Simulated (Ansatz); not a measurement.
One crystal and one scan (generalised stacking-fault energy along a line) at two levels, PBE (plane waves to 420 eV, PAW, scalar-relativistic; Ansatz, a program for electronic structure) and r2SCAN (plane waves to 500 eV, PAW, scalar-relativistic; Ansatz), each from its own relaxed cell and on its own mesh. The cell shown is that of PBE.

Generalised stacking fault of Mo (bcc, W type) on the {211} plane. The cell below holds the perfect crystal with the plane normal along z; tilting its third vector by the shift puts one fault into each cell, between planes 1.29 Å apart, at fixed cell height.

```yaml
crystal:
  lattice:
    - [2.73728, 0.00000, 0.00000]
    - [0.00000, 4.46996, 0.00000]
    - [0.00000, 0.00000, 7.74220]
  atoms:
    - { symbol: Mo, position: [0.00000, 0.00000, 0.91667] }
    - { symbol: Mo, position: [0.66667, 0.50000, 0.08333] }
    - { symbol: Mo, position: [0.33333, 0.00000, 0.25000] }
    - { symbol: Mo, position: [0.00000, 0.50000, 0.41667] }
    - { symbol: Mo, position: [0.66667, 0.00000, 0.58333] }
    - { symbol: Mo, position: [0.33333, 0.50000, 0.75000] }
```

In-plane vectors a = (2.737, 0.000) Å, b = (0.000, 4.470) Å, area 12.24 Å². The shift is s times the vector a (length 2.737 Å), so s = 1 restores the start. The shift is rigid: no atom relaxes. γ = [E(shift) − E(0)] / area.

Energies are extrapolated to zero smearing. Mo is run without spin polarisation. Mo was relaxed with its symmetry unable to fall. (PBE) On this mesh the relaxed cell isn't quite at rest: it carries a pressure of 0.1 GPa (compression positive) at the zero of the scan. (r2SCAN) On this mesh the relaxed cell isn't quite at rest: it carries a pressure of 0.1 GPa (compression positive) at the zero of the scan. Faults lie only 7.7 Å apart, and holding the cell height and the atoms raises γ above its relaxed value. With partly filled bands, the k mesh leaves noise in γ, roughly 0.02 J/m² as judged from a few cases. Percentages come from the unrounded values. Both scans cover s from 0.000 to 0.917.

```csv
quantity,PBE,r2SCAN,PBE − r2SCAN
Lattice constant a (Å),3.161,3.151,+0.010 (+0.3 %)
Highest computed γ on the line (J/m²),1.74,1.91,-0.17 (-9 %)
Steepest slope dγ/d(shift) before the first maximum (spline) (GPa),26,28,-2 (-9 %)
```

PBE gives the higher value for: lattice constant a. PBE gives the lower value for: highest computed γ on the line. Both give the same position of the highest point: s = 0.417.

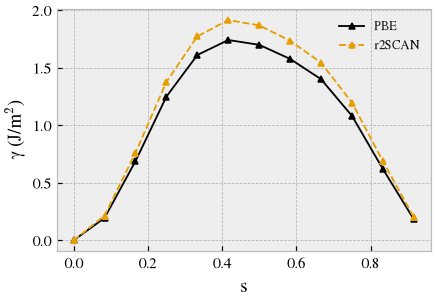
Fig. 1. γ, each from zero shift of its own level.

(The slope of γ gives the shear force per area between the displaced halves; near zero shift its curvature is an elastic stiffness.)
